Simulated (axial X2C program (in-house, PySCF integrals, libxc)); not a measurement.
**TiLi: relativistic diatomic calculation**

System: TiLi, single determinant with Ω = 1/2. The distance is the PBE0 minimum at charge 0.
Method: expectation values, HF and Kohn-Sham, two-component X2C with atomic mean-field Coulomb and Gaunt terms, Ti dyall-cv3z, Li dyall-cv3z (cores contracted) (axial X2C program (in-house, PySCF integrals, libxc)).

Input:
```
{"zs": [22, 3], "q": 0, "bas": ["dyall-cv3z", "dyall-cv3z"], "r0": 2.69, "levels": ["PBE0", "HF", "r2SCAN", "BHandHLYP", "B3LYP"], "nst": 3}
```

The line is the task of a batch: nuclear charges, charge, bases, the levels to run, a first guess of the distance and further settings. This report covers the levels named above. The log is that of the reference distance.

Hardware: 1 thread of Arm Neoverse V1, 24 GiB of memory available, shared host.

Launched within a batch (the task file carries these settings):
```bash
python <driver script> task.json out
```

Output:
```
two-component X2C + atomic mean field  PBE0
basis functions 157  fitting functions 839  grid points 5083
iter        total energy     max residual
   1       -860.124380052     1.18e+00
   2       -860.790434535     7.67e-02
   3       -860.821080525     5.94e-02
   4       -860.826938975     4.96e-02
   5       -860.833209476     5.79e-03
   6       -860.833301785     1.85e-03
   7       -860.833317070     6.70e-04
   8       -860.833319650     4.14e-04
   9       -860.833320639     1.58e-04
  10       -860.833321131     9.76e-05
  11       -860.833321310     4.81e-05
  12       -860.833321366     1.60e-05
  13       -860.833321377     6.94e-06
  14       -860.833321379     4.18e-06
converged
one-electron -1206.48969165  Coulomb 377.24182429  exact exchange -10.80644128  xc functional -33.29616021  nuclear repulsion 12.70949633  atomic mean-field constant -0.19234886
```

Expectation values by level of theory:

```tsv
quantity	PBE0	HF	r2SCAN	BHandHLYP	B3LYP
effective field for an electron dipole moment (GV/cm)	0.0252	−0.0903	0.0781	−0.0407	−0.00629
field gradient at the first nucleus (a.u.)	0.00920	0.00972	0.0159	0.0219	0.0478
field gradient at the second nucleus (a.u.)	−0.000781	0.00129	−0.000894	−0.00148	−0.000181
A∥/gI, first nucleus (MHz)	306	−75.7	−142	604	527
A∥/gI, second nucleus (MHz)	63.9	118	109	28.0	32.9
```

Each column comes from one determinant, in a basis with contracted cores. The levels disagree widely: the effective field runs from −0.0903 to 0.0781 GV/cm, A∥/gI at the first nucleus runs from −142 to 604 MHz and A∥/gI at the second nucleus runs from 28.0 to 118 MHz. They may not all have settled in the same state, and these values aren't reliable properties of the molecule.

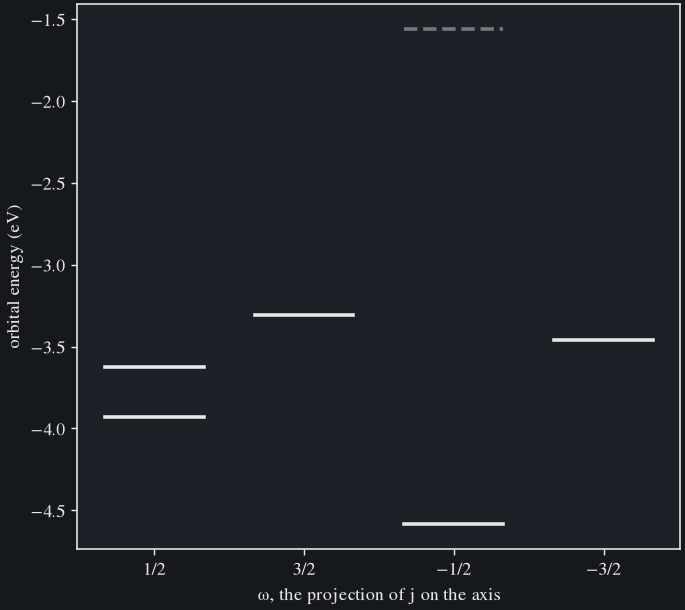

**Figure 1.** Orbital energies (PBE0) near the frontier at 2.75 Å, filled (solid) and empty (dashed). The highest filled spinor (3/2; 100 % Ti d) lies at −3.31 eV, the lowest empty one (−1/2; 47 % Ti p, 28 % Li s) at −1.56 eV.

Key numbers:

- outcome: converged; the levels of theory disagree widely
- wall time: 2.9 s
- peak memory: 0.3 GiB
